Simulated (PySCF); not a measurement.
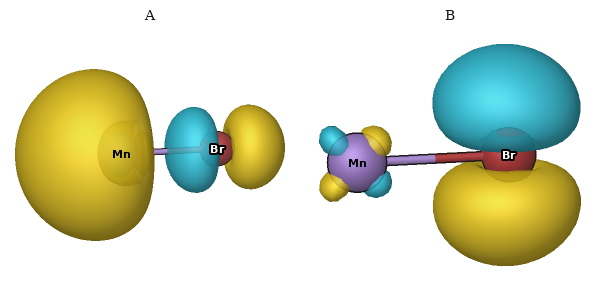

The picture shows: MnBr (septet). Two frontier α-spin orbitals, each drawn at the value that holds 80 % of its norm (yellow and cyan are the two phases), in no order; of a degenerate pair one member is drawn.

The calculation used PySCF, PBE0/def2-TZVPP, non-relativistic Hamiltonian with scalar-relativistic core potentials where named, at a bond length of 2.397 Å.

### Name the orbitals and rank them from lowest to highest energy.

Orbital B: π, occupied in this spin, −7.88 eV; mainly on Br (95 %).
Orbital A: σ, occupied in this spin, −5.78 eV; mainly on Mn (80 %).
